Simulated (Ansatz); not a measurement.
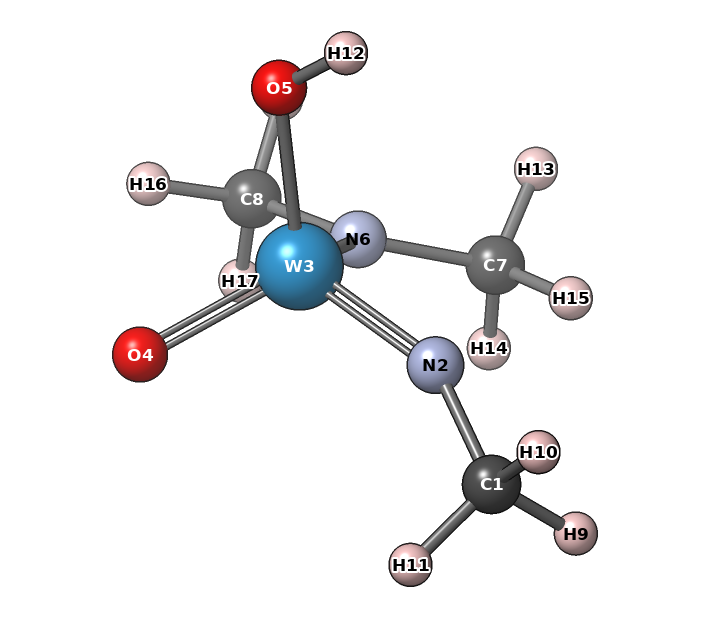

N6 lies behind W3. The molecule seen a little off the W3–N6 bond, W3 in front. Atoms fade into the background with distance from the viewer. The species is neutral and a spin singlet. The computed structure is the end point of a PBE0-D4/def2-TZVP optimisation. No frequency run is at hand to confirm it as a minimum.

Q: What is the torsion angle O5–W3–N6–C7? The sign is positive where the front bond must turn clockwise to cover the back bond.

A: 106°, anticlinal.
